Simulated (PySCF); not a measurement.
**AlH3S (SMILES [AlH2][SH]) at PBE0/def2-TZVP**

Aim: the energy change on altering one bond length of AlH3S at PBE0/def2-TZVP, from 2 runs. The job is set up through a Python script.

Program for the calculation: PySCF 2.14.0.

1 further run of the same task is left out (set aside as unsound or not needed).

### Step 1. The structure to begin with

AlH3S: 5 atoms, total charge 0, spin state singlet. As SMILES, `[AlH2][SH]`. The coordinates come from a PBE0-D4/def2-TZVP relaxation.

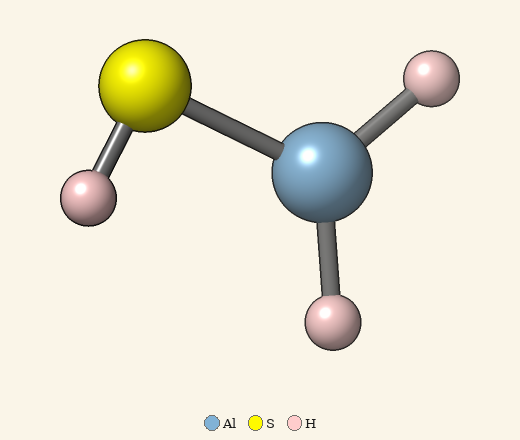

The structure, seen from a chosen angle (aluminium light blue, sulfur yellow, hydrogen pink).

### Step 2. A single-point energy at PBE0/def2-TZVP

Input file run.py:

```python
from pyscf import gto, dft

mol = gto.M(
    atom='''
Al    -0.616100    -0.064200    -0.181700
S      1.129100    -0.343100     1.096600
H     -1.981700    -0.650100     0.351100
H     -0.441100     0.696000    -1.556400
H      1.959700     0.287800     0.249000
''',
    max_memory=1860,
    charge=0,
    verbose=4,
    basis='def2-tzvp',
)

ks = dft.RKS(mol, xc='pbe0')
ks.grids.level = 5
ks.conv_tol = 1e-10
ks.kernel()
if not ks.converged:
    ks = ks.newton().run(ks.mo_coeff, ks.mo_occ)

e_final = ks.e_tot
print('E(%s) = %.9f' % ('PBE0', e_final))
```

Run with:

```console
$ OMP_NUM_THREADS=1 python run.py
```

Log:

```text
PySCF version 2.14.0

[INPUT] num. atoms = 5
[INPUT] num. electrons = 32
[INPUT] charge = 0
[INPUT] spin (= nelec alpha-beta = 2S) = 0
[INPUT] symmetry False subgroup None
[INPUT] Mole.unit = angstrom
[INPUT] Symbol           X                Y                Z      unit          X                Y                Z       unit  Magmom
[INPUT]  1 Al    -0.616100000000  -0.064200000000  -0.181700000000 AA   -1.164260265345  -0.121320417197  -0.343363236833 Bohr   0.0
[INPUT]  2 S      1.129100000000  -0.343100000000   1.096600000000 AA    2.133689767246  -0.648365033338   2.072273668198 Bohr   0.0
[INPUT]  3 H     -1.981700000000  -0.650100000000   0.351100000000 AA   -3.744870261051  -1.228510953580   0.663482842335 Bohr   0.0
[INPUT]  4 H     -0.441100000000   0.696000000000  -1.556400000000 AA   -0.833558193546   1.315249382697  -2.941169740273 Bohr   0.0
[INPUT]  5 H      1.959700000000   0.287800000000   0.249000000000 AA    3.703296286310   0.543863178650   0.470541805017 Bohr   0.0

nuclear repulsion = 73.814899766336
number of shells = 38
number of NR pGTOs = 150
number of NR cGTOs = 92
basis = def2-tzvp
ecp = {}

******** <class 'pyscf.dft.rks.RKS'> ********
method = RKS
initial guess = minao
damping factor = 0
level_shift factor = 0
DIIS = <class 'pyscf.scf.diis.CDIIS'>
diis_start_cycle = 1
diis_space = 8
diis_damp = 0
SCF conv_tol = 1e-10
SCF conv_tol_grad = None
SCF max_cycles = 50
direct_scf = True
direct_scf_tol = 1e-13
XC library pyscf.dft.libxc version 7.0.0
    S. Lehtola, C. Steigemann, M. J.T. Oliveira, and M. A.L. Marques.,  SoftwareX 7, 1–5 (2018)
XC functionals = pbe0
radial grids:
    Treutler-Ahlrichs [JCP 102, 346 (1995); DOI:10.1063/1.469408] (M4) radial grids

becke partition: Becke, JCP 88, 2547 (1988); DOI:10.1063/1.454033
pruning grids: <function nwchem_prune>
grids dens level: 5
symmetrized grids: False
atomic radii adjust function: <function treutler_atomic_radii_adjust>
small_rho_cutoff = 0
Set gradient conv threshold to 1e-05
Initial guess from minao.
tot grids = 156720
init E= -642.079848484347
  HOMO = -0.319498464518394  LUMO = -0.0749196280716262  gap/eV = 6.65533
cycle= 1 E= -642.192476029941  delta_E= -0.113  |g|= 0.242  |ddm|= 1.65
  HOMO = -0.248792395348666  LUMO = -0.0540878622909844  gap/eV = 5.29818
cycle= 2 E= -642.191314423757  delta_E= 0.00116  |g|= 0.265  |ddm|= 0.495
  HOMO = -0.289920681356588  LUMO = -0.0506275992795331  gap/eV = 6.51150
cycle= 3 E= -642.211425809116  delta_E= -0.0201  |g|= 0.0284  |ddm|= 0.264
  HOMO = -0.288400191257729  LUMO = -0.0522348276643605  gap/eV = 6.42639
cycle= 4 E= -642.211596121361  delta_E= -0.00017  |g|= 0.00651  |ddm|= 0.0244
  HOMO = -0.288653210783242  LUMO = -0.0516913559138068  gap/eV = 6.44806
cycle= 5 E= -642.211607115789  delta_E= -1.1e-05  |g|= 0.00222  |ddm|= 0.00698
  HOMO = -0.288793011007268  LUMO = -0.0518288743960973  gap/eV = 6.44812
cycle= 6 E= -642.211608633545  delta_E= -1.52e-06  |g|= 0.00055  |ddm|= 0.00213
  HOMO = -0.288738684817506  LUMO = -0.051788768074335  gap/eV = 6.44774
cycle= 7 E= -642.211608709793  delta_E= -7.62e-08  |g|= 5.15e-05  |ddm|= 0.000466
  HOMO = -0.288724147952127  LUMO = -0.0517864023502064  gap/eV = 6.44740
cycle= 8 E= -642.211608710597  delta_E= -8.04e-10  |g|= 2.35e-05  |ddm|= 6.2e-05
  HOMO = -0.288727339959696  LUMO = -0.0517875863074195  gap/eV = 6.44746
cycle= 9 E= -642.211608710756  delta_E= -1.59e-10  |g|= 1.74e-06  |ddm|= 1.89e-05
  HOMO = -0.288727836922931  LUMO = -0.0517875999050794  gap/eV = 6.44747
cycle= 10 E= -642.211608710756  delta_E= 4.55e-13  |g|= 3.18e-07  |ddm|= 2.68e-06
  HOMO = -0.288727694646592  LUMO = -0.0517875810437154  gap/eV = 6.44747
Extra cycle  E= -642.211608710758  delta_E= -2.39e-12  |g|= 2.57e-07  |ddm|= 6.93e-07
converged SCF energy = -642.211608710758
E(PBE0) = -642.211608711
```

Wall time 9.6 s (1 thread of Arm Neoverse V2, shared host); peak memory 0.45 GiB.

### Step 3. The distorted shape at the same level

Input file run.py:

```python
from pyscf import gto, dft

system = gto.M(
    atom=[
    ('Al', (1.022579, 0.638862, -0.821044)),
    ('S', (2.767779, 0.359962, 0.457256)),
    ('H', (-1.981700, -0.650100, 0.351100)),
    ('H', (1.197579, 1.399062, -2.195744)),
    ('H', (3.598379, 0.990862, -0.390344)),
],
    verbose=3,
    max_memory=1860,
    basis='def2-tzvp',
)

mf = dft.RKS(system)
mf.xc = 'pbe0'
mf.grids.level = 5
mf.conv_tol = 1e-10
mf.kernel()
if not mf.converged:
    mf = mf.newton().run(mf.mo_coeff, mf.mo_occ)

energy = mf.e_tot
print('E(%s) = %.9f' % ('PBE0', energy))
```

Run with:

```console
$ OMP_NUM_THREADS=1 python run.py
```

Log:

```text
converged SCF energy = -642.060412241411
E(PBE0) = -642.060412241
```

Wall time 11 s (1 thread of Arm Neoverse V2, shared host); peak memory 0.45 GiB.

### Step 4. Results

Level: PBE0/def2-TZVP.

| quantity | value |
| --- | --- |
| first shape: total energy | -642.21161 Eh |
| first shape: dipole moment | 0.98 D |
| first shape: HOMO energy | -7.86 eV |
| first shape: LUMO energy | -1.41 eV |
| first shape: HOMO–LUMO gap | 6.45 eV |
| distorted shape: total energy | -642.06041 Eh |
| distorted shape: dipole moment | 3.90 D |
| distorted shape: HOMO energy | -6.16 eV |
| distorted shape: LUMO energy | -3.57 eV |
| distorted shape: HOMO–LUMO gap | 2.59 eV |
| energy change with the Al1–H3 bond stretched from 1.579 to 3.473 Å | 4.114 eV |

In words: One bond (distorted shape) is far stretched, which a spin-restricted single reference describes badly; a broken-symmetry solution may lie lower. With the Al1–H3 bond stretched from 1.579 to 3.473 Å the energy rises by 4.11 eV (95 kcal/mol). A restricted reference can't describe the breaking bond well at this length. Mulliken charges (first shape) run from -0.34 on S2 to +0.35 on Al1.
